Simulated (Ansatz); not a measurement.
**Scan of one atom of the cell for Ca (fcc, Cu type)**

Starting cell, Ca (fcc, Cu type):

```yaml
crystal:
  lattice:
    - [5.52650, 0.00000, 0.00000]
    - [0.00000, 5.52650, 0.00000]
    - [0.00000, 0.00000, 5.52650]
  atoms:
    - { symbol: Ca, position: [0.00000, 0.00000, 0.00000] }
    - { symbol: Ca, position: [0.50000, 0.50000, 0.00000] }
    - { symbol: Ca, position: [0.50000, 0.00000, 0.50000] }
    - { symbol: Ca, position: [0.00000, 0.50000, 0.50000] }
```

In each cell atom 2 (Ca, nearest neighbour Ca at 3.908 Å; its periodic images, 5.5 Å or more away, move with it) moves by s·(0.000, 0.000, 1.000) (along Cartesian z), the rest being held.

All values below come from PBE (plane waves to 420 eV, PAW, scalar-relativistic; Ansatz, an electronic-structure program). k mesh 7×7×7 (Γ-centred), Fermi-Dirac smearing 0.05 eV. E stands for the smeared free energy. With partly filled bands, energies and forces of such displacements shift with the k mesh and the smearing. F∥ is the force on the atom along that direction. Ca was relaxed with its symmetry unable to fall. ΔE is measured from the undisplaced structure.

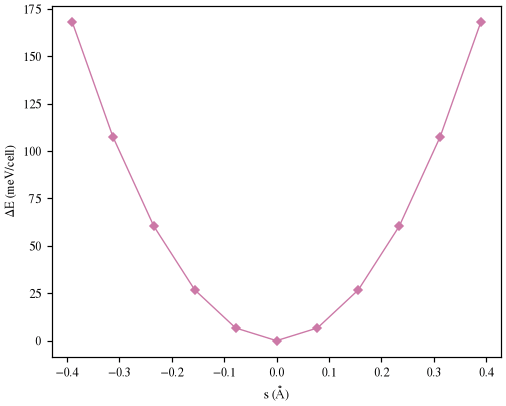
Figure: ΔE (meV/cell) against s (Å); computed points joined by lines.

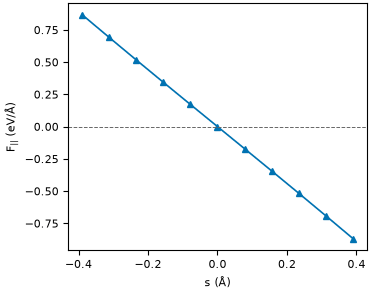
Fig. 1. F∥ (eV/Å) against s (Å); computed points joined by lines.

The force constant k = d²E/ds² at s = 0 (finite differences) is 2.20 eV/Å² and the energy at s = 0.390 Å comes out as 168 meV/cell. Symmetry of the curve: even: the same for both signs. Harmonic estimate at the end of the scan: ½ks² = 167 meV/cell against the computed 168 meV/cell, so the well is close to harmonic there. Shape of the curve: a single well with its minimum at or next to zero displacement.

With its periodic images moving along, the atom's site symmetry in this cell is m-3m.

(For displaced atoms, the force is minus the slope of the energy, and its curvature is a force constant, which sets phonon frequencies.)
